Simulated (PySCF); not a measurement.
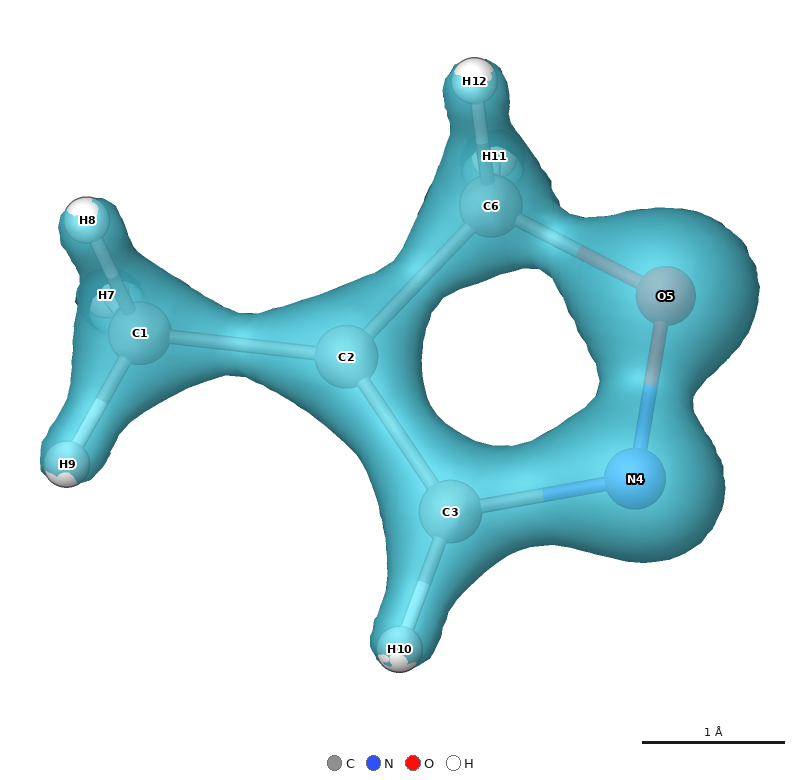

Figure 1: C₄H₆NO (SMILES C[C]1C=NOC1) (doublet). Isosurface of the total electron density at 1.5 e/Å³ (cyan), seen at a tilt.

Geometry: GFN2-xTB.

These are results of UKS B3LYP, pcH-1 on C H N O, non-relativistic, mean-field spin-orbit, GIAO in PySCF, not measurements.

```
atom    x (Å)    y (Å)    z (Å)
   C   1.4062   0.4731   0.5431
   C   0.0548   0.1720   0.0279
   C  -0.9813   1.0138  -0.3083
   N  -2.0538   0.3716  -0.7402
   O  -1.7918  -0.9666  -0.7174
   C  -0.4731  -1.1996  -0.2433
   H   2.1711   0.0894  -0.1347
   H   1.5629  -0.0024   1.5131
   H   1.5390   1.5461   0.6517
   H  -1.0038   2.0850  -0.2570
   H   0.0929  -1.7454  -1.0128
   H  -0.5219  -1.8376   0.6518
```

How is the density connected at this value?

At this value the surface is in one piece. It bridges the sampled C–N (1.32 Å), N–O (1.36 Å), C–C (1.38 Å) and C–O (1.42 Å) contacts, where the density stays above the isovalue. On the grid the lowest density along these lines, outside the cores, is 2.4 e/Å³ (C–N, 1.32 Å), 2.3 e/Å³ (N–O, 1.36 Å), 2.1 e/Å³ (C–C, 1.38 Å) and 1.8 e/Å³ (C–O, 1.42 Å).
